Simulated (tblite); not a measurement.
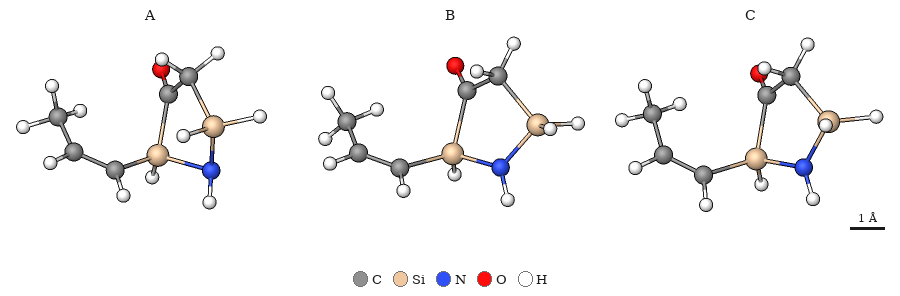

3 geometries from one relaxation of C₅H₁₁NOSi₂, in shuffled order. A ball-and-stick model, seen at a tilt.

These are results of GFN2-xTB geometry optimisation, gas phase in tblite, not measurements. 

Question: Put them in the order of the run, from the start to the converged end.

Answer: A, C, B. They are steps 0, 51, 177, at +90.2 kJ/mol, +5.23 kJ/mol relative to the last. Over 177 geometry steps the energy falls by 90.2 kJ/mol. The atom that moves furthest after the best rigid fit is an H atom (1.99 Å). By element the largest moves are H 1.99 Å, Si 0.76 Å, N 0.65 Å, O 0.55 Å, C 0.53 Å. Among the contacts that change: C–Si 1.847 → 1.924 Å, N–Si 1.819 → 1.742 Å, C–Si 1.827 → 1.879 Å, N–Si 1.781 → 1.731 Å. Among the angles between lasting bonds that change: Si–N–Si 98.4° → 118.9°, Si–C–H 106.2° → 116.1°, Si–N–H 111.3° → 120.3°. Groups turn about C–Si by about 45°, C–C by about 25°, C–Si by about 20°.
